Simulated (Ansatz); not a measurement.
# Tunnelling across a broken Ge chain: predicting one gap

**Method.** Ansatz 0.2.0, plane waves with PAW datasets at the program's default cutoffs, Fermi-Dirac smearing of 0.05 eV, chains in boxes 7.5 Å wide or more, moments seeded when the perfect chain is relaxed. PBE, no spin-orbit coupling; one bond is opened by s Å beyond its relaxed length, the other atoms of a straight cell of 13 kept, without spin, and the conductance taken at 300 K.

```tsv
run	G (G₀)	largest error term (%)	s	ln G
+1.2 Å	0.9827	6	1.2	−0.01746
+1.8 Å	0.2859	7	1.8	−1.252
+2.5 Å	0.05903	8	2.5	−2.83
+4.2 Å	0.001256	21	4.2	−6.68
```

One run is withheld: run = +3.3 Å, with s = 3.3. Fit a straight line ln G = a + b × s to the 4 rows shown and predict it.

**Fit.** The means are 2.425 for s and −2.695 for ln G. The sum of products of deviations is −11.27 and the sum of squares in s is 5.048, so b = −11.27 / 5.048 = −2.232 and a = −2.695 − (−2.232) × 2.425 = 2.717. The residuals' standard deviation, with 2 degrees of freedom, is σ = 0.06.

**Prediction.** ln G = 2.717 + (−2.232) × 3.3 = −4.648, that is 0.00958 G₀. The run gave 0.00958 G₀ (ln G = −4.648), so the prediction less the run is +0.00039. The standard error of a prediction there, σ√(1 + 1/4 + (3.3 − 2.425)²/5.048), is 0.071, and the miss is 0.0056 times that, for a point between the fitted rows. With so few rows σ is itself uncertain.

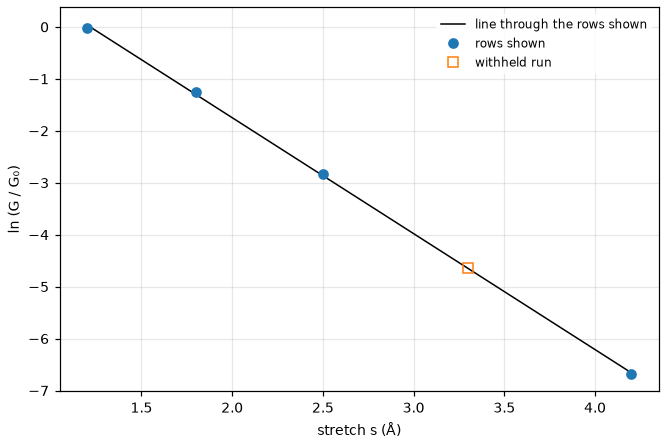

The fitted line, the rows shown and the withheld run.

Caveats: Between neighbouring runs the slope of ln G lies between −2.27 and −2.06 per Å, so one exponential is an approximation. Error terms (up to 21 %, withheld run included) bound how much a small miss can mean. Broken ends may want a moment where none was allowed. No image potential, spin-orbit coupling or relaxation; a bent or dimerised chain may be lower in energy. Series of this kind are told only where this holds: one magnetic state in all runs, error terms under 60 %, and the runs' own leads conduct as the perfect chain does. 36 of 42 did.

[Logs are printed without paths, hosts, clocks, repeated set-up lines and the standing remarks that a program may print on its own settings, such as how far it seeks lower states.]
